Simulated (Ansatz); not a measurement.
The calculation's input:

```
crystal:
  periodic: [false, false, false]
  atoms:
    - {symbol: Br, position_ang: [-3.297405, 0.050938, -0.325067]}
    - {symbol: F, position_ang: [-0.857169, 1.718522, 0.645733]}
    - {symbol: Sb, position_ang: [-1.905628, -0.402484, 3.275822]}
    - {symbol: Si, position_ang: [-1.338470, 0.194621, 0.927330]}
    - {symbol: Si, position_ang: [-3.974101, -0.968826, 2.068523]}
    - {symbol: H, position_ang: [-0.432623, -0.682054, 0.138234]}
basis:
  gaussian:
    orbitals: def2-TZVPD
hamiltonian:
  xc: pbe0
output:
  forces: true
  orbitals: {seedname: orbitals}
```

Launched as:

```sh
ansatz run input.yaml --threads 2 --pin off --max-ram 4350MiB --events-out events.jsonl --progress --plain --runs-dir runs
```

Geometry: PBE0-D3(BJ)/def2-SVP; core potentials replace the inner electrons of Sb.

Computed with isolated molecule in a Gaussian basis; Kohn-Sham density functional theory, functional PBE0 (Ansatz 0.2.0).

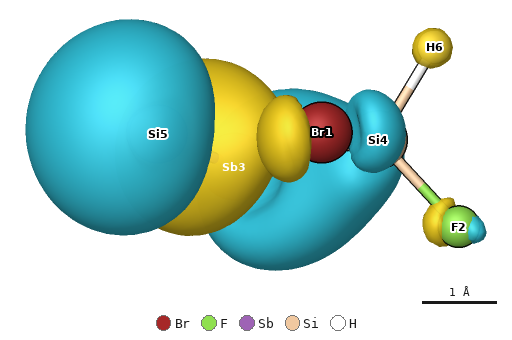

BrFHSbSi2. The HOMO−1 at ±0.1 Å⁻³ᐟ² (yellow and cyan are the two phases), seen from one side.

### What is the character of this orbital?

Its weight (Hirshfeld) is mainly on Si5 (about 50 %), Sb3 (about 35 %) and Si4 (about 5 %). Its energy is −6.62 eV.
